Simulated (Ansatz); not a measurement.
# AlClH₅NSi: small, medium and large basis sets

How large a basis does AlClH₅NSi need? Two functionals are run in growing sets.

Program: Ansatz 0.2.0, Gaussian basis. Level of theory: one geometry, several basis sets. These are calculated values, not measurements.

Plan: PBE0-D4/def2-SVP; ωB97M-V/def2-SVP; PBE0-D4/def2-QZVPP; ωB97M-V/def2-QZVPP; the functionals' def2-TZVPP values are taken from earlier runs.

## (1) Structure used throughout

All runs share one geometry, relaxed beforehand with PBE0-D4 in a triple-zeta def2 set.

SMILES `[SiH3][NH][AlH][Cl]`, 9 atoms, charge 0, spin multiplicity 1.

Atoms are counted from 1 here; the program's logs count them from 0.

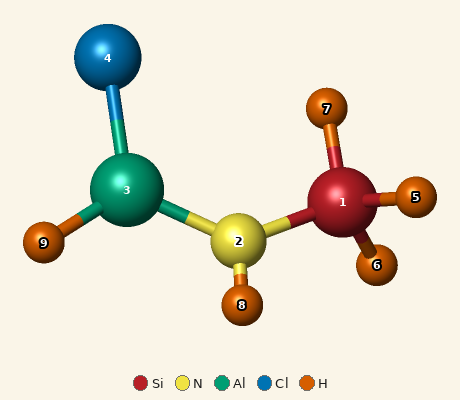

The structure; silicon red, nitrogen yellow, aluminium teal, chlorine blue, hydrogen orange; atoms are numbered from 1 in the order of the file.

Coordinates:

```mol
AlClH5NSi
  3D, bonds by distance, orders not assigned

  9  8  0  0  0  0  0  0  0  0999 V2000
   -0.1593    0.7796   -1.1793 Si  0  0
   -0.2069   -0.6133   -0.1519 N   0  0
    0.2770   -0.8589    1.5338 Al  0  0
    1.0719    0.7559    2.6014 Cl  0  0
    0.6837    0.5394   -2.3833 H   0  0
   -1.5198    1.1494   -1.6590 H   0  0
    0.4087    1.9041   -0.3981 H   0  0
   -0.5821   -1.4404   -0.6012 H   0  0
    0.1154   -2.2620    2.2205 H   0  0
  1  2  8  0
  2  3  8  0
  3  4  8  0
  1  5  8  0
  1  6  8  0
  1  7  8  0
  2  8  8  0
  3  9  8  0
M  END
```

## (2) PBE0-D4 in def2-SVP

Input file in.yaml:

```yaml
crystal:
  periodic: [false, false, false]
  atoms:
    - {symbol: Si, position_ang: [-0.159316, 0.779592, -1.179306]}
    - {symbol: N, position_ang: [-0.206874, -0.613268, -0.151885]}
    - {symbol: Al, position_ang: [0.277014, -0.858869, 1.533774]}
    - {symbol: Cl, position_ang: [1.071887, 0.755942, 2.601440]}
    - {symbol: H, position_ang: [0.683651, 0.539398, -2.383314]}
    - {symbol: H, position_ang: [-1.519850, 1.149380, -1.659031]}
    - {symbol: H, position_ang: [0.408738, 1.904100, -0.398075]}
    - {symbol: H, position_ang: [-0.582070, -1.440447, -0.601164]}
    - {symbol: H, position_ang: [0.115419, -2.262027, 2.220462]}
basis:
  gaussian: {orbitals: def2-SVP}
hamiltonian: {xc: pbe0, dispersion: d4}
output: {orbitals: {seedname: orbitals}}
```

Launch:

```
> ansatz run in.yaml --threads 2 --pin off --events-out ev --progress --plain --max-ram 4352MiB
```

The runs that follow: ωB97M-V in def2-SVP; PBE0-D4 in def2-QZVPP; ωB97M-V in def2-QZVPP.

Q: Predict the results of all the runs planned. Wanted: PBE0-D4: double and triple zeta above quadruple; ωB97M-V: double and triple zeta above quadruple.

The runs gave:

```
                                       quantity           value
PBE0-D4: double and triple zeta above quadruple  12.29, 0.95 eV
ωB97M-V: double and triple zeta above quadruple  12.27, 0.90 eV
```

**Reading.** For PBE0-D4 the step from double to triple zeta gains 11.33 eV and the next only 0.95 eV. These are total energies; as a rule much of such shifts cancels in differences, which this series doesn't test. The LUMO of ωB97M-V is positive and keeps falling with the basis (1.15 to 0.58 eV): an unbound level that the basis holds in place.
